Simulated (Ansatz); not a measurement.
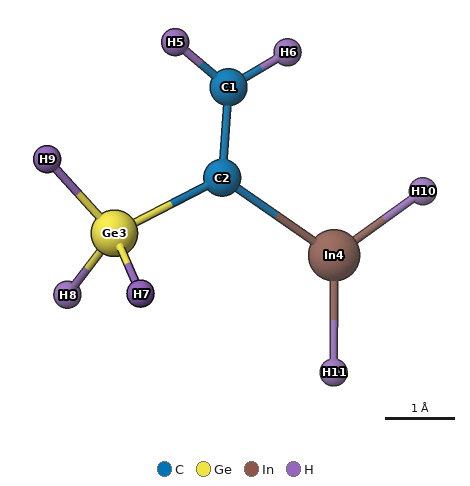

**Figure 1.** The structure (ball-and-stick view, seen at a tilt; atoms are numbered from 1 in the order of the input). Sticks mark near contacts. Bond lengths as drawn: C–C 1.34 Å, C–Ge 1.94 Å, C–H 1.09 Å, C–In 2.15 Å, Ge–H 1.54 Å and H–In 1.72 to 1.73 Å.

**C$_{2}$H$_{7}$GeIn: single-point calculation**

System: C$_{2}$H$_{7}$GeIn, SMILES C=[C]([GeH3])[InH2].
Method: RKS PBE0-D4/def2-TZVPP (Ansatz 0.2.0).

The geometry comes from this level: PBE0-D4/def2-TZVP.

Input file:
```yaml
crystal:
  periodic: [false, false, false]
  atoms:
    - {symbol: C, position_ang: [-0.731452, 1.443081, -0.032862]}
    - {symbol: C, position_ang: [-0.145489, 0.242835, -0.071662]}
    - {symbol: Ge, position_ang: [0.736069, -0.441418, 1.516343]}
    - {symbol: In, position_ang: [-0.234118, -0.842227, -1.924375]}
    - {symbol: H, position_ang: [-0.738705, 2.067626, 0.862927]}
    - {symbol: H, position_ang: [-1.240680, 1.876774, -0.893989]}
    - {symbol: H, position_ang: [2.224688, -0.711699, 1.224518]}
    - {symbol: H, position_ang: [0.097579, -1.776056, 1.946760]}
    - {symbol: H, position_ang: [0.619133, 0.575440, 2.670366]}
    - {symbol: H, position_ang: [-1.070721, -0.035276, -3.202927]}
    - {symbol: H, position_ang: [0.483696, -2.399091, -2.095088]}
basis:
  gaussian: {orbitals: def2-TZVPP}
hamiltonian: {xc: pbe0, dispersion: d4}
output: {orbitals: {seedname: orbitals}}
```

Hardware: 4 threads of AMD EPYC, 23 GiB of memory available, shared host.

Run as:
```bash
ansatz run in.yaml --threads 4 --pin off --events-out ev --progress --plain --max-ram 10444MiB
```

What the program printed:
```
Functional definition: PBE0
  name "PBE0"
  cite "Adamo & Barone, J. Chem. Phys. 110, 6158 (1999) doi:10.1063/1.478522"
  cite "Perdew, Burke & Ernzerhof, Phys. Rev. Lett. 77, 3865 (1996) doi:10.1103/PhysRevLett.77.3865"
  parent pbe
  parameter a = 0.25
  parameter kappa = 0.804
  parameter beta = 0.06672455060314922
  exchange = (1 - a)*pbe_x(kappa = kappa, mu = beta*pi^2/3) + a*exact_x
  correlation = pbe_c(beta = beta)
1655 factors; their error is unknown
mean field evaluation 1: about -63861.3777 eV, gradient 5.7e1 eV
mean field evaluation 2: about -63841.5305 eV, gradient 9.6e1 eV
mean field evaluation 4: about -63868.9047 eV, gradient 5.5e0 eV
mean field evaluation 8: about -63868.9417 eV, gradient 2.3e-1 eV
mean field evaluation 16: about -63869.2559 eV, gradient 1.7e-4 eV
mean field -63869.25592858 eV, -2347.1518632387 hartree, gradient 2.5e-5 eV, S^2 0.000000; 0 other end points of the search recorded, 0 dependent functions left out
reference -63869.25597508 eV, -2347.1518649476 hartree; 36, 36 occupied and 222, 222 virtual orbitals, 1655 factors
Total energy: -63869.47519921 eV, -2347.1599212859 hartree
```

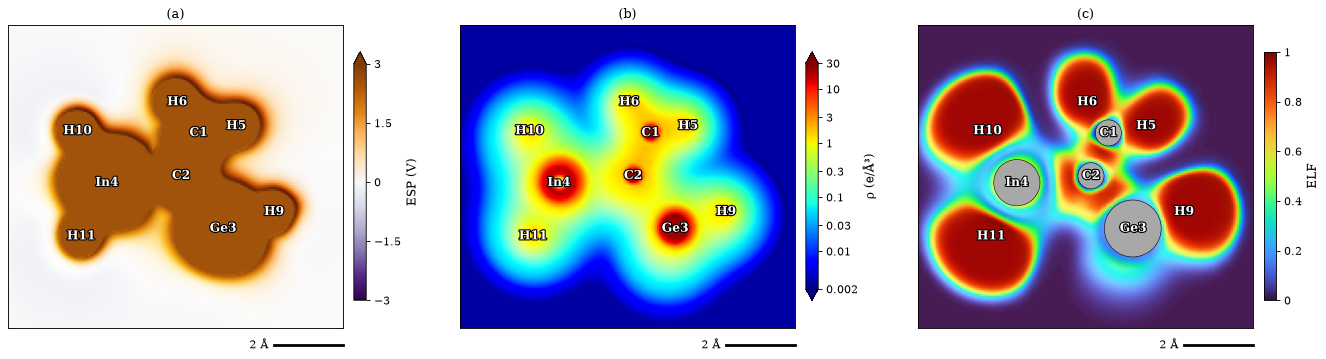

**Figure 2.** (a) molecular electrostatic potential; (b) total electron density; (c) electron localisation function on the plane of atoms C2, In4 and H10. Grey discs, where drawn, cover atomic cores. The section cuts through C, Ge, In and H sites. C–C (1.34 Å): ρ at the midpoint is about 2.4 e/Å³; the ELF peaks at about 0.95 between the atoms; a double or triple bond. C–Ge (1.94 Å): ρ is about 0.89 e/Å³ halfway; the ELF peaks at about 0.90 in the valence shell of C, 0.7 Å from its nucleus, and is about 0.70 at the midpoint. C–In (2.15 Å): ρ at the midpoint is about 0.68 e/Å³; the ELF peaks at about 0.90 in the valence shell of C, 0.7 Å from its nucleus, and drops to about 0.20 between the two atoms. Ge–H (1.54 Å): ρ is about 1 e/Å³ halfway, with its minimum of 0.89 e/Å³ about 0.9 Å from Ge; the ELF climbs to about 1 towards the hydrogen.

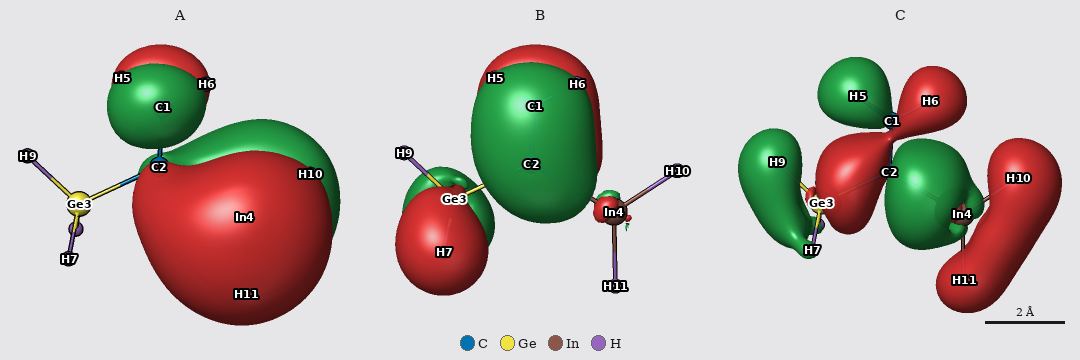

**Figure 3.** Three frontier orbitals at ±0.06 Å⁻³ᐟ² (green and red are the two phases). B is the HOMO−1 (−8.01 eV). C is the HOMO (−7.21 eV). Its weight (Hirshfeld) is mainly on C2 (35 %), In4 (20 %), Ge3 (15 %) and C1 (10 %). A is the LUMO (−1.88 eV). Its weight (Hirshfeld) is mainly on In4 (70 %) and C1 (10 %). The HOMO–LUMO gap is 5.33 eV between the orbital energies.

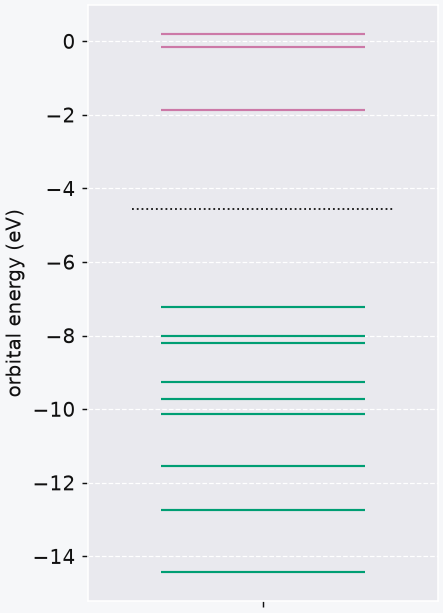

**Figure 4.** Orbital energies near the frontier; the dotted line parts filled from empty levels, and levels within 0.02 eV of each other stand side by side. Highest filled −7.21 eV, lowest empty −1.88 eV, 5.33 eV apart.

Key numbers:

```csv
quantity,value
outcome,converged
total energy,−63869.4752 eV
mean-field energy,−63869.2560 eV
dispersion energy,−0.2192 eV
SCF solution under orbital rotations,stable
HOMO,−7.21 eV
LUMO,−1.88 eV
wall time,3.6 s (CPU time 13 s)
peak memory,0.82 GiB
```
